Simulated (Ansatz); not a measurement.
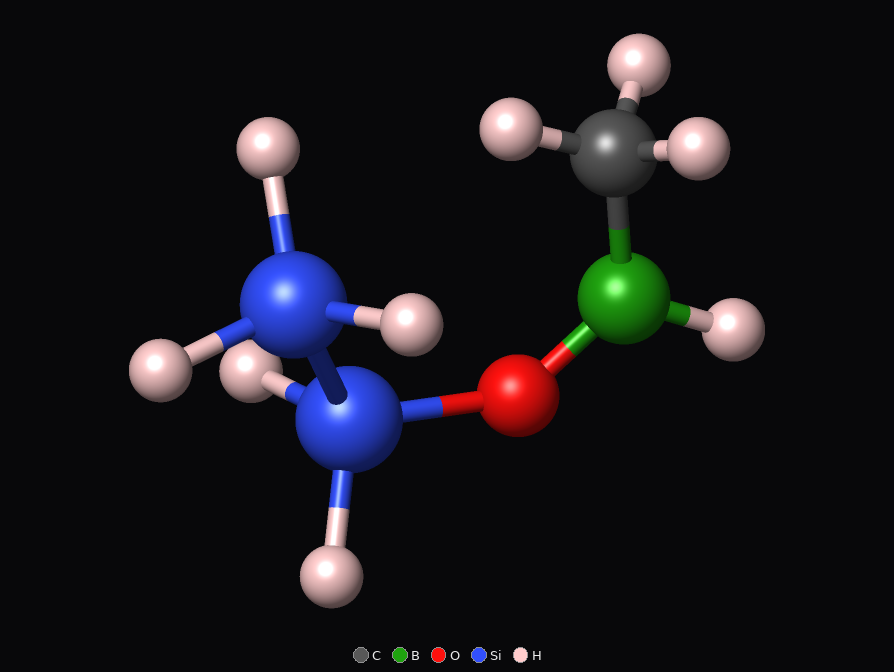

The picture comes from a calculation with Ansatz.

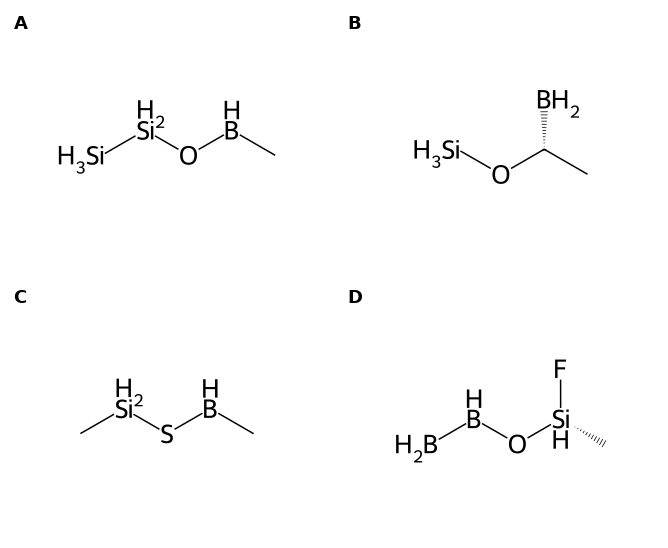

> The first picture shows one of the molecules drawn in the second. Which?

A, `CBO[SiH2][SiH3]`.
